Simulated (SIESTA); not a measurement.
Band structure of LaMg2 (C2/m, 6 atoms in the cell).

```
CELL_PARAMETERS angstrom
      6.21049    -1.71728     0.00000
      6.21049     1.71728     0.00000
     -2.00945     0.00000     7.82271
ATOMIC_POSITIONS crystal
  La 0.35666 0.35666 0.45450
  La 0.64334 0.64334 0.54550
  Mg 0.68483 0.68483 0.11425
  Mg 0.31517 0.31517 0.88575
  Mg 0.97793 0.97793 0.18040
  Mg 0.02207 0.02207 0.81960
```

Level of theory: SIESTA with GGA PBEsol, numerical atomic orbitals DZP, PseudoDojo PBEsol standard norm-conserving potentials (rewritten from UPF to PSML).

Settings: XC.functional = GGA; XC.authors = PBEsol; potentials = PseudoDojo PBEsol standard; PAO.BasisSize = DZP; PAO.EnergyShift = 0.01 Ry; MeshCutoff = 300 Ry; kgrid.MonkhorstPack = 5 5 2; OccupationFunction = FD; ElectronicTemperature = 0.1 eV; MaxSCFIterations = 150; SCF.Mixer.Method = Pulay; SCF.Mixer.Weight = 0.2; SCF.Mixer.History = 6; SCF.DM.Tolerance = 1.0E-05.

The starting cell comes from a database of computed structures (which also holds hypothetical and non-ambient phases and stackings), without a prior relaxation at this level. Values carry the incompleteness of an atom-centred basis.

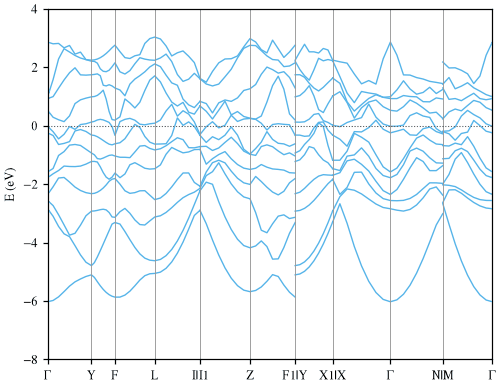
*Bands along the path, energies from the Fermi level.*

Levels in eV from the Fermi level, bands 28 to 33:
```json
[
 {"point": "Γ", "28": "-2.35", "29": "-1.78", "30": "-1.58", "31": "-0.25", "32": "-0.02", "33": "0.53"},
 {"point": "Y", "28": "-2.33", "29": "-1.23", "30": "-0.94", "31": "-0.32", "32": "0.12", "33": "0.99"},
 {"point": "F", "28": "-1.81", "29": "-1.62", "30": "-1.04", "31": "-0.62", "32": "-0.33", "33": "0.19"},
 {"point": "L", "28": "-2.53", "29": "-1.47", "30": "-0.83", "31": "-0.63", "32": "0.08", "33": "1.70"},
 {"point": "I", "28": "-2.07", "29": "-0.81", "30": "-0.72", "31": "-0.33", "32": "-0.30", "33": "0.67"},
 {"point": "Z", "28": "-2.01", "29": "-1.50", "30": "-0.98", "31": "-0.97", "32": "0.25", "33": "0.26"},
 {"point": "F1", "28": "-1.81", "29": "-1.62", "30": "-1.04", "31": "-0.62", "32": "-0.33", "33": "0.19"},
 {"point": "X1", "28": "-1.70", "29": "-1.47", "30": "-1.18", "31": "-0.32", "32": "0.01", "33": "1.01"},
 {"point": "N", "28": "-1.37", "29": "-1.28", "30": "-0.65", "31": "-0.28", "32": "-0.25", "33": "0.25"}
]
```

Bands cross the Fermi level along this path, so the cell is metallic at this level.

Higher empty bands are left out: an atom-centred basis made for the valence describes them poorly.
